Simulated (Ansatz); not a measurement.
**C₂H₆BFSi (SMILES C=C(F)B[SiH3]): density, localisation and related maps**

```yaml
atoms:
  - { symbol: C, position_ang: [-1.3442, 1.8519, 0.2523] }
  - { symbol: C, position_ang: [-0.4300, 0.8850, 0.4033] }
  - { symbol: F, position_ang: [0.3608, 0.9276, 1.4973] }
  - { symbol: B, position_ang: [-0.2071, -0.2810, -0.5800] }
  - { symbol: Si, position_ang: [1.2247, -1.6461, -0.1850] }
  - { symbol: H, position_ang: [-1.9973, 1.8453, -0.6200] }
  - { symbol: H, position_ang: [-1.4515, 2.6535, 0.9885] }
  - { symbol: H, position_ang: [-0.9163, -0.3117, -1.5532] }
  - { symbol: H, position_ang: [1.3188, -2.7178, -1.2166] }
  - { symbol: H, position_ang: [2.5526, -0.9698, -0.0981] }
  - { symbol: H, position_ang: [0.9548, -2.2940, 1.1323] }
```

The calculation used RKS CAM-B3LYP-D4/def2-SVP (Ansatz 0.2.0).

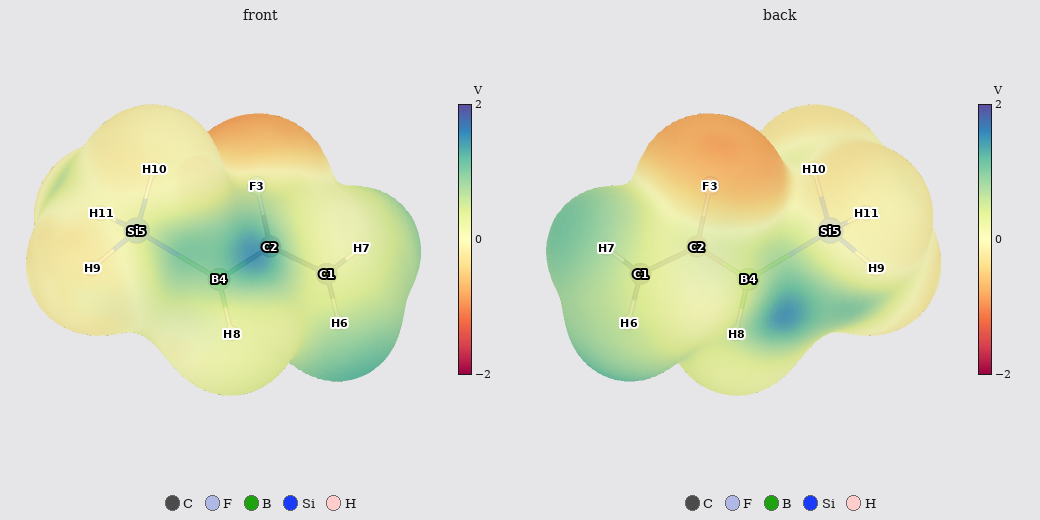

Figure 1. The molecular electrostatic potential painted on the density surface at 0.002 e/bohr³, seen from the front and from behind; red is negative and blue positive.

> Where is the surface potential most negative and most positive?

The most negative region (about −0.8 V) lies over F3, the most positive (about +1.5 V) over B4.

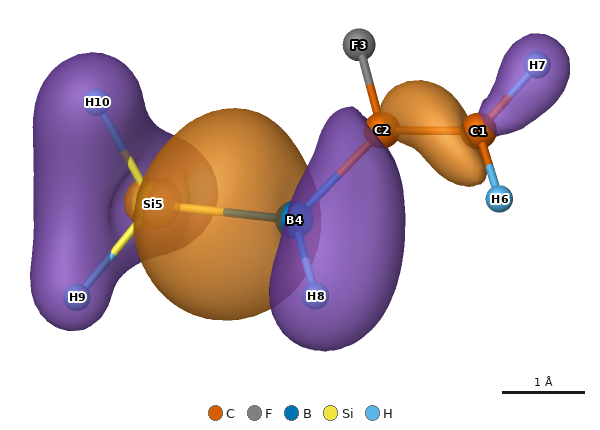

Figure 2. The HOMO−1 at ±0.1 Å⁻³ᐟ² (orange and purple are the two phases), seen at a tilt.

> What is the character of this orbital?

Its weight (Hirshfeld) is mainly on Si5 (about 35 %), B4 (about 35 %), H8 (about 5 %) and C2 (about 5 %). Its energy is −9.72 eV.

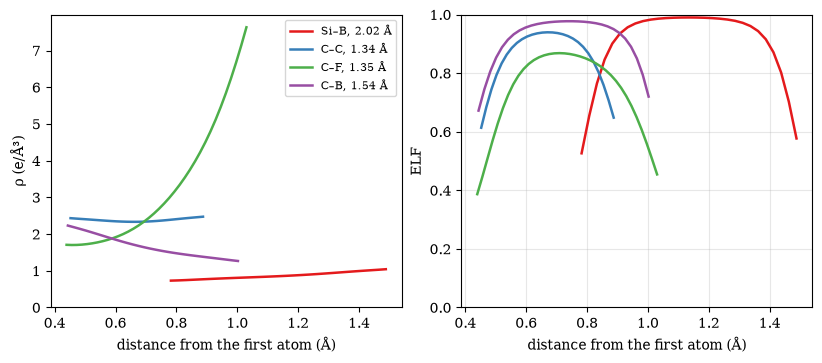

Figure 3. Total electron density and electron localisation function along straight lines between neighbouring atoms. The curves leave out the atomic cores.

> Compare the contacts.

Si–B (2.02 Å): the density is about 0.81 e/Å³ at the midpoint; the ELF peaks at about 1 between the atoms; a covalent bond.
C–C (1.34 Å): ρ at the midpoint is about 2.3 e/Å³; the ELF peaks at about 0.95 between the atoms (a multiple bond).
C–F (1.35 Å): ρ is about 2.2 e/Å³ halfway, with its minimum of 1.7 e/Å³ about 0.5 Å from C; the ELF peaks at about 0.85 between the atoms, as expected for a polar covalent bond.
C–B (1.54 Å): ρ at the midpoint is about 1.5 e/Å³; the ELF peaks at about 1 between the atoms, as expected for localised, covalent bonding.
